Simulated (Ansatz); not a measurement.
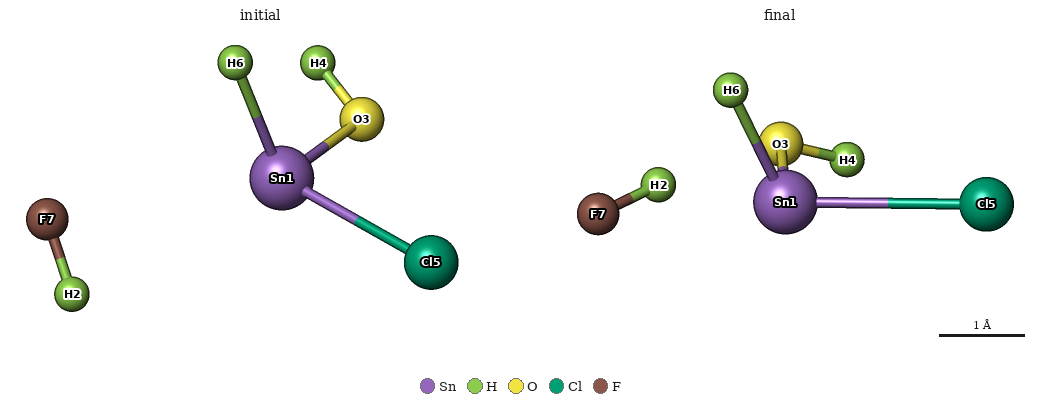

The structure of SnH$_{3}$OClF (multiplicity 2) before (left) and after (right) a relaxation, at one scale.

A ball-and-stick model, seen from a free direction.

The run prepares an end point of a later path (reaction) calculation, from a guessed geometry.

All numbers below come from Ansatz 0.2.0, UKS PBE0-D4/def2-SVP.

The input:
```yaml
crystal:
  periodic: [false, false, false]
  atoms:
    - { symbol: Sn, position_ang: [-0.074792, 0.181358, -0.053771] }
    - { symbol: H, position_ang: [0.072306, 0.30054, 2.879392] }
    - { symbol: O, position_ang: [1.756309, -0.003561, -0.818376] }
    - { symbol: H, position_ang: [2.180413, -0.827771, -0.551055] }
    - { symbol: Cl, position_ang: [-1.049397, 1.852028, -1.434336] }
    - { symbol: H, position_ang: [-0.954388, -1.289283, -0.377687] }
    - { symbol: F, position_ang: [0.127848, -0.61861, 2.751932] }
magnetization:
  spin_polarized: true
  initial_magnetization: 1
basis:
  gaussian: { orbitals: def2-SVP }
hamiltonian:
  xc: pbe0
  dispersion: d4
relax:
  f_tol: 0.03
  max_steps: 50
```

Launched with:
```bash
ansatz run input.yaml --threads 4 --pin off --max-ram 5120MiB --backend cpu --events-out ev --progress --plain --runs-dir out
```

What changed between the two?

Answer. The relaxation stopped without meeting its thresholds, so the last structure isn't shown to be converged. It used up its limit of 50 steps. The atom that moves furthest after the best rigid fit is H2 (1.65 Å). Largest moves by element: H 1.65 Å, O 1.24 Å, Cl 0.93 Å, Sn 0.59 Å, F 0.38 Å. Among the contacts that change: Sn1–H2 2.939 → 2.468 Å, Sn1–F7 2.925 → 2.608 Å, Sn1–O3 1.993 → 2.041 Å, H2–F7 0.930 → 0.975 Å. Among the angles between lasting bonds that change: O3–Sn1–H6 108.3° → 103.7°, O3–Sn1–Cl5 102.7° → 98.7°, Sn1–O3–H4 112.1° → 115.9°. Groups turn about Sn1–O3 by about 175°. The energy falls by 15.1 kcal/mol in 43 accepted moves (49 points after the start). Largest force component: 0.25 eV/Å at the start, 0.1 eV/Å at the end. The line search rejected the trial steps at points 1, 6, 20, 26, 42, 48 of the run.

Limits of the set-up: the start holds two separate molecules, 2.9 Å apart at their closest, whose relative position is a soft coordinate.
